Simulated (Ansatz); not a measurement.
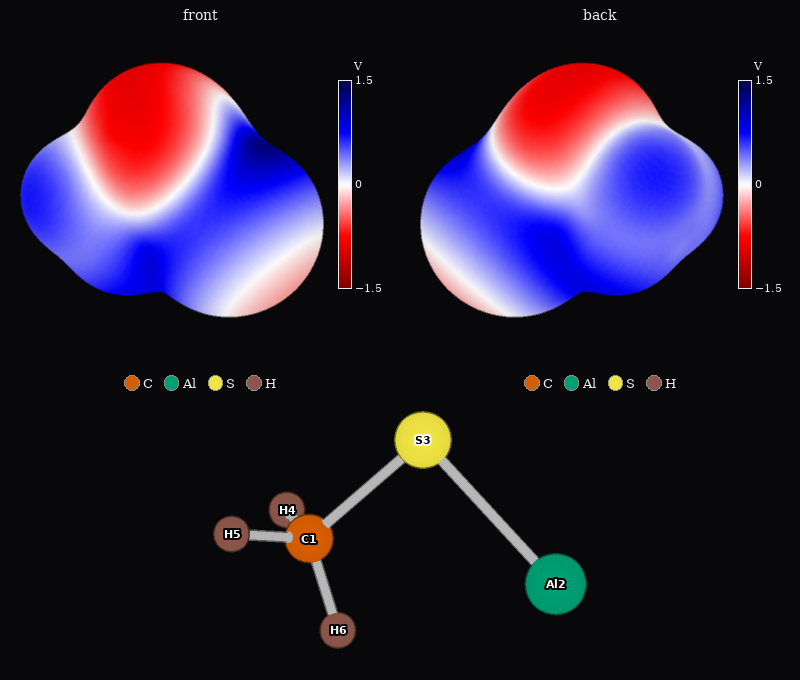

The picture shows: CH3AlS (SMILES C[S][Al]). The electrostatic potential painted on the density surface at 0.001 e/bohr³, seen from the front and from behind; the colour scale runs from red (negative) to blue (positive). The bare structure is drawn below in the same view.

Geometry: B3LYP-D4/def2-TZVP.

All numbers below come from Ansatz 0.2.0, isolated molecule in a Gaussian basis; Kohn-Sham density functional theory, functional PBE0.

The calculation's input:

```
crystal:
  periodic: [false, false, false]
  atoms:
    - {symbol: C, position_ang: [-0.860892, -0.518096, 0.912823]}
    - {symbol: Al, position_ang: [1.335152, 1.302656, -0.077802]}
    - {symbol: S, position_ang: [-0.731169, 1.317168, 0.810655]}
    - {symbol: H, position_ang: [-1.711163, -0.845217, 0.319221]}
    - {symbol: H, position_ang: [-1.005517, -0.804796, 1.951654]}
    - {symbol: H, position_ang: [0.033996, -1.026571, 0.538556]}
basis:
  gaussian: {orbitals: def2-TZVPD}
output: {forces: true, orbitals: {seedname: orbitals}}
hamiltonian: {xc: pbe0}
```

Command:

```sh
ansatz run input.yaml --threads 2 --pin off --max-ram 4350MiB --events-out events.jsonl --progress --plain --runs-dir runs
```

Which sites attract a positive test charge, and which a negative one?

Answer. A positive charge is drawn to the negative regions and a negative charge to the positive ones. The most negative region (about −0.8 V, or −18 kcal/mol for a unit charge) lies over S3, the most positive (about +1.2 V, or +28 kcal/mol for a unit charge) over Al2.

How polar is the molecule by this calculation?

Answer. Its dipole moment is 1.34 D.
